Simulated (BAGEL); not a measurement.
# CH3ClO2Si (SMILES ClC1O[SiH2]O1) at HF/STO-3G (density fitting with qzvpp-jkfit)

What is the energy change on altering one bond length of CH3ClO2Si at HF/STO-3G (density fitting with qzvpp-jkfit)? 

The calculation is run with BAGEL 1.2.2.

2 further runs of the same task are left out: 1 that didn't finish, 1 set aside as unsound or not needed. Runs told in other sessions of the task aren't counted.

**1. The system as given**

The species is CH3ClO2Si (8 atoms), meant as a singlet with charge 0. SMILES: `ClC1O[SiH2]O1`. Geometry: relaxed at PBE0-D4/def2-TZVP.

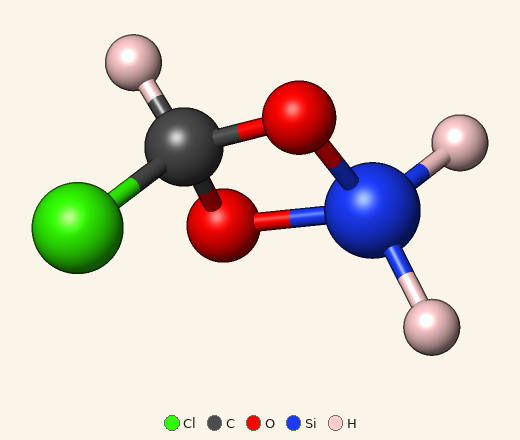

Viewed from a chosen angle; chlorine green, carbon dark grey, oxygen red, silicon blue, hydrogen pink.

**2. A single-point energy at HF/STO-3G (density fitting with qzvpp-jkfit)**

File input.json:

```json
{ "bagel" : [

{
  "title" : "molecule",
  "basis" : "sto-3g",
  "df_basis" : "qzvpp-jkfit",
  "angstrom" : true,
  "geometry" : [
    { "atom" : "Cl", "xyz" : [      -2.195900,       0.509700,       0.974400 ] },
    { "atom" : "C", "xyz" : [      -0.524200,       0.766600,       0.397600 ] },
    { "atom" : "O", "xyz" : [       0.378500,      -0.100700,       1.032000 ] },
    { "atom" : "Si", "xyz" : [       0.716100,      -0.757900,      -0.470600 ] },
    { "atom" : "O", "xyz" : [      -0.384400,       0.408700,      -0.952100 ] },
    { "atom" : "H", "xyz" : [      -0.298600,       1.817300,       0.580700 ] },
    { "atom" : "H", "xyz" : [       2.098700,      -0.537900,      -0.945700 ] },
    { "atom" : "H", "xyz" : [       0.301900,      -2.163000,      -0.672100 ] }
  ]
},

{
  "title" : "hf"
},

{
  "title" : "print",
  "file" : "orbitals.molden",
  "orbitals" : true
}

]}
```

Launch:

```
$ BAGEL_NUM_THREADS=1 BAGEL input.json > input.out
```

Output:

```text
* using 1 threads per process

  ===============================================================
  ===============================================================

  *** Geometry ***

  { "atom" : "Cl", "xyz" : [     -4.149650,      0.963193,      1.841349 ] },
  { "atom" : "C", "xyz" : [     -0.990594,      1.448664,      0.751355 ] },
  { "atom" : "O", "xyz" : [      0.715261,     -0.190295,      1.950197 ] },
  { "atom" : "Si", "xyz" : [      1.353233,     -1.432223,     -0.889305 ] },
  { "atom" : "O", "xyz" : [     -0.726411,      0.772331,     -1.799208 ] },
  { "atom" : "H", "xyz" : [     -0.564272,      3.434199,      1.097364 ] },
  { "atom" : "H", "xyz" : [      3.965968,     -1.016484,     -1.787114 ] },
  { "atom" : "H", "xyz" : [      0.570508,     -4.087478,     -1.270085 ] },

  Number of auxiliary basis functions:      539

  Since a DF basis is specified, we compute 2- and 3-index integrals:
    o Being stored without compression. Storage requirement is 0.006 GB

  Number of basis functions:       36
  Number of electrons      :       56

    * METHOD: MOLECULE                             0.23

  *** RHF ***

  === Nuclear Repulsion ===
   300.1253325224

      * DIIS with orbital gradients will be used.

  === RHF iteration (sto-3g) ===
      0       -926.85924964          0.02135647           0.04
      1       -927.02797991          0.00802239           0.04
      2       -927.04892637          0.00103096           0.04
      3       -927.04991280          0.00017578           0.04
      4       -927.04994468          0.00003877           0.04
      5       -927.04994618          0.00000707           0.04
      6       -927.04994622          0.00000172           0.04
      7       -927.04994623          0.00000051           0.04
      8       -927.04994623          0.00000014           0.04
      9       -927.04994623          0.00000005           0.04
     10       -927.04994623          0.00000001           0.04
     11       -927.04994623          0.00000000           0.04
    * SCF iteration converged.

    * Permanent dipole moment:
           (   -1.336058,     0.457108,     0.631033) a.u.

    * METHOD: HF                                   0.61

    * METHOD: PRINT                                0.00

  ===============================================================
```

Wall time 1 s (1 thread of Arm Neoverse V2, shared host); peak memory 0.083 GiB.

**3. The distorted shape at the same level**

File hf.json:

```json
{ "bagel": [

{
  "title": "molecule",
  "basis": "sto-3g",
  "df_basis": "qzvpp-jkfit",
  "angstrom": true,
  "geometry": [
    { "atom": "Cl", "xyz": [      -1.988802,       1.212243,       1.075149 ] },
    { "atom": "C", "xyz": [      -0.317102,       1.469143,       0.498349 ] },
    { "atom": "O", "xyz": [       0.585598,       0.601843,       1.132749 ] },
    { "atom": "Si", "xyz": [       0.923198,      -0.055357,      -0.369851 ] },
    { "atom": "O", "xyz": [      -0.177302,       1.111243,      -0.851351 ] },
    { "atom": "H", "xyz": [      -0.091502,       2.519843,       0.681449 ] },
    { "atom": "H", "xyz": [       2.305798,       0.164643,      -0.844951 ] },
    { "atom": "H", "xyz": [       0.301900,      -2.163000,      -0.672100 ] }
  ]
},

{
  "title": "hf"
},

{
  "title": "print",
  "file": "orbitals.molden",
  "orbitals": true
}

]}
```

Launch:

```
$ BAGEL_NUM_THREADS=1 BAGEL hf.json > hf.out
```

Output:

```text
* using 1 threads per process

  ===============================================================
  ===============================================================

  *** Geometry ***

  { "atom" : "Cl", "xyz" : [     -3.758291,      2.290807,      2.031737 ] },
  { "atom" : "C", "xyz" : [     -0.599236,      2.776278,      0.941743 ] },
  { "atom" : "O", "xyz" : [      1.106620,      1.137318,      2.140585 ] },
  { "atom" : "Si", "xyz" : [      1.744591,     -0.104610,     -0.698917 ] },
  { "atom" : "O", "xyz" : [     -0.335052,      2.099945,     -1.608820 ] },
  { "atom" : "H", "xyz" : [     -0.172914,      4.761813,      1.287752 ] },
  { "atom" : "H", "xyz" : [      4.357327,      0.311130,     -1.596726 ] },
  { "atom" : "H", "xyz" : [      0.570508,     -4.087478,     -1.270085 ] },

  Number of auxiliary basis functions:      539

  Since a DF basis is specified, we compute 2- and 3-index integrals:
    o Being stored without compression. Storage requirement is 0.006 GB

  Number of basis functions:       36
  Number of electrons      :       56

    * METHOD: MOLECULE                             0.23

  *** RHF ***

  === Nuclear Repulsion ===
   297.4061965163

      * DIIS with orbital gradients will be used.

  === RHF iteration (sto-3g) ===
      0       -926.68127309          0.02234717           0.05
      1       -926.87818541          0.00818662           0.04
      2       -926.90105304          0.00106419           0.04
      3       -926.90206485          0.00021614           0.04
      4       -926.90210867          0.00006020           0.04
      5       -926.90211207          0.00000902           0.04
      6       -926.90211216          0.00000165           0.04
      7       -926.90211216          0.00000044           0.04
      8       -926.90211216          0.00000015           0.04
      9       -926.90211216          0.00000005           0.04
     10       -926.90211216          0.00000001           0.04
    * SCF iteration converged.

    * Permanent dipole moment:
           (   -1.359907,     0.225668,     0.580779) a.u.

    * METHOD: HF                                   0.56

    * METHOD: PRINT                                0.00

  ===============================================================
```

Wall time 0.96 s (1 thread of Arm Neoverse V2, shared host); peak memory 0.083 GiB.

**4. Results**

Level: HF/STO-3G (density fitting with qzvpp-jkfit).

| quantity | value |
| --- | --- |
| first shape: total energy | -927.04995 Eh |
| first shape: dipole moment | 3.93 D |
| first shape: HOMO energy | -9.36 eV |
| first shape: LUMO energy | 9.44 eV |
| first shape: HOMO–LUMO gap | 18.80 eV |
| distorted shape: total energy | -926.90211 Eh |
| distorted shape: dipole moment | 3.80 D |
| distorted shape: HOMO energy | -8.00 eV |
| distorted shape: LUMO energy | 4.91 eV |
| distorted shape: HOMO–LUMO gap | 12.90 eV |
| energy change with the Si4–H8 bond stretched from 1.479 to 2.218 Å | 4.023 eV |

**Reading.** With the Si4–H8 bond stretched from 1.479 to 2.218 Å the energy rises by 4.02 eV (93 kcal/mol). The first shape isn't relaxed at this level, so the change isn't measured from a minimum. The minimal basis adds a large error of its own.
